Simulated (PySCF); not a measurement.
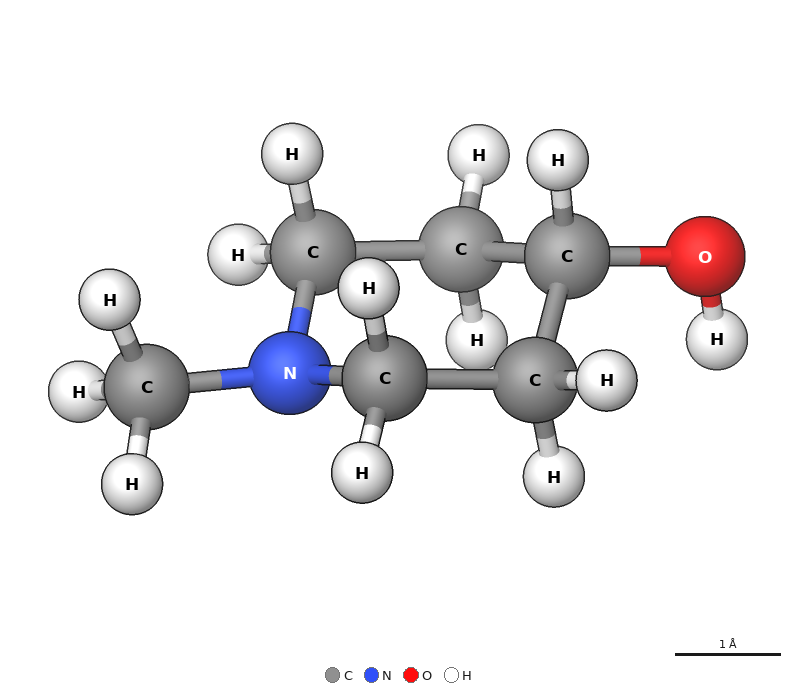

The picture shows a molecular structure as a ball-and-stick model. Every bond is drawn as one stick, whatever its order.

The geometry was computed by an optimisation with PBE0-D3(BJ)/def2-SVP. No frequency run is at hand to confirm it as a minimum.

What does the picture show?

Formula C6H13NO. Its SMILES string is `CN1CCC(O)CC1`. Independent rings (smallest set): 1 of 6 members. Among its groups: alcohol, tertiary amine. The point group is Cs. Coordination: 6 C tetrahedral; 1 N trigonal pyramidal; 1 O bent.

More results for the same structure follow; atom numbers are the same in all pictures, views and colours differ.

### Shape

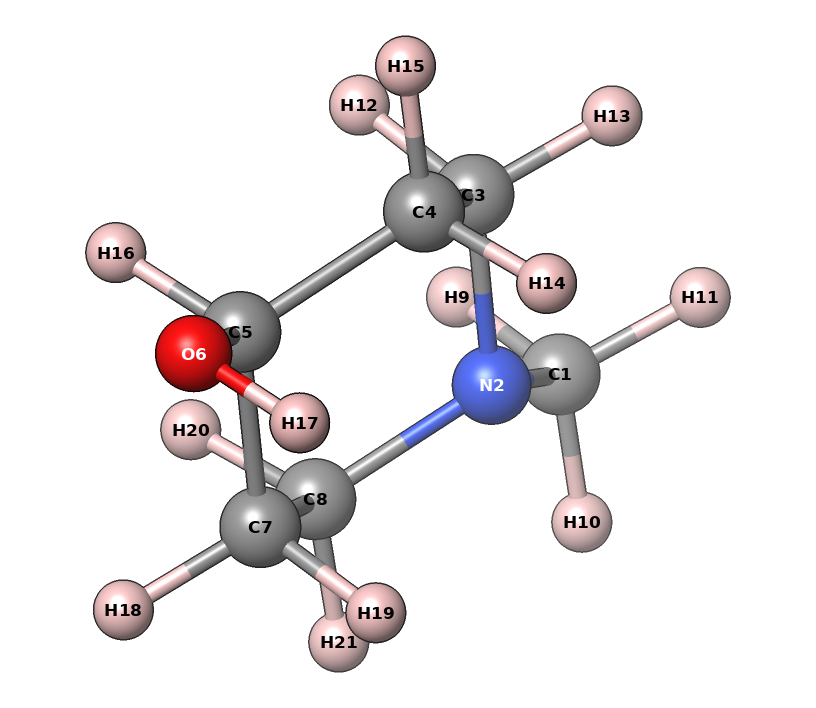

C8 lies behind C7. The molecule seen a little off the C7–C8 bond, C7 in front. Depth is shown by fading: the farther an atom, the more it takes the colour of the background. No frequency run is at hand to confirm it as a minimum.

Question: What is the torsion angle C5–C7–C8–N2? The sign is positive where the front bond must turn clockwise to cover the back bond.

Answer: 56°, synclinal (gauche). The bonds about C7–C8 are staggered.

### Electronic properties

No frequency run is at hand to confirm it as a minimum. Level of theory: PBE0/def2-SVPD, gas phase (PySCF 2.14.0). Excitations: vertical, linear response.

Question: Estimate the HOMO energy (Kohn–Sham orbital).

Answer: −6.29 eV.

Question: Estimate the brightest of the 10 lowest singlets.

Answer: 7.77 eV.

Question: Estimate the lowest vertical singlet excitation.

Answer: 5.89 eV.

Question: Give the mean static polarisability at this level.

Answer: 85.5 bohr³.

### Quadrupole coupling

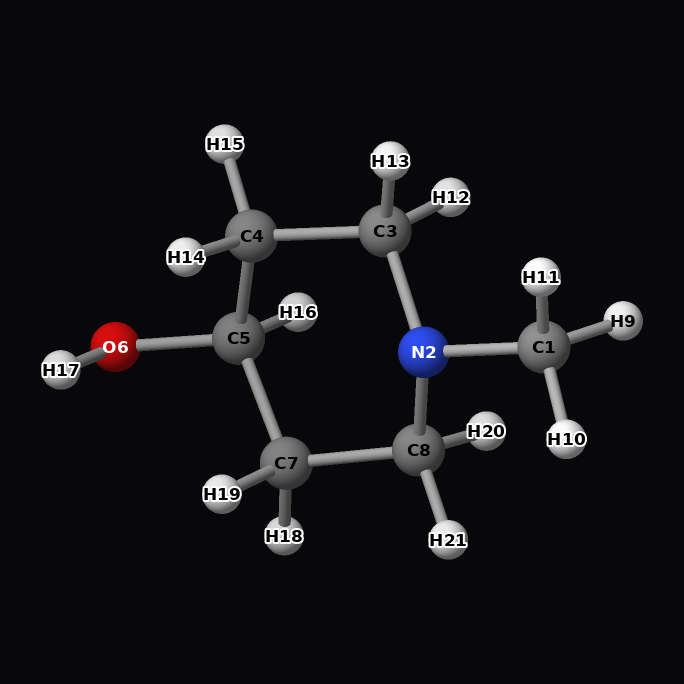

No frequency run is at hand to confirm it as a minimum. Electric field gradients from the ground-state density, PBE0/pcSseg-1 (PySCF 2.14.0), non-relativistic apart from any core potentials.

Give the largest field-gradient component, the quadrupole coupling constant and the asymmetry for 14N at N2 (Q = 20.44 mb), 17O at O6 (Q = −25.6 mb).

```tsv
atom	V_zz (a.u.)	e²qQ/h (MHz)	η
N2	−1.274	−6.12	0.02
O6	−1.951	11.74	0.91
```

### Ring current

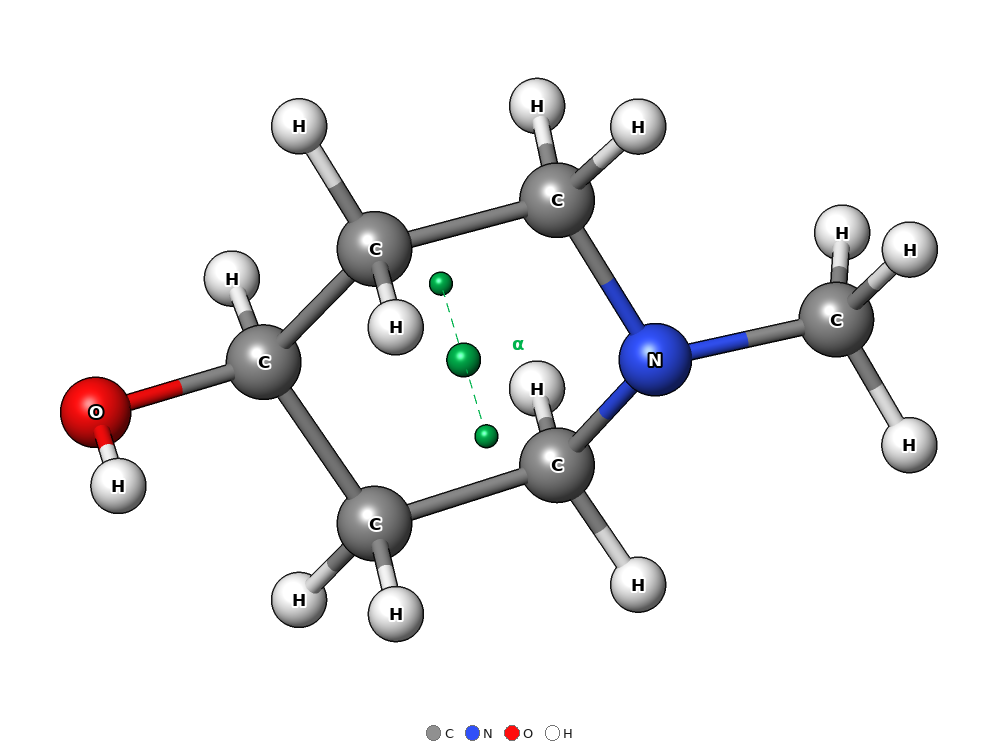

The small points mark where nucleus-independent chemical shifts (NICS) were computed: at the centre of each lettered ring and 1 Å above and below it. No frequency run is at hand to confirm it as a minimum. Level of theory: GIAO PBE/pcSseg-1 NMR shielding, non-relativistic, gas phase (PySCF 2.14.0).

Give NICS(0), NICS(1) and the out-of-plane component NICS(1)zz for each ring (means of the two sides).

```json
{"ring": "α", "members": "C5N", "NICS(0)": "−4.4", "NICS(1)": "−3.2", "NICS(1)zz": "1.7"}
```

Values in ppm.

Question: What do the values say about the ring currents?

Answer: Ring α: weak, as in a non-aromatic ring. NICS is one index among several.
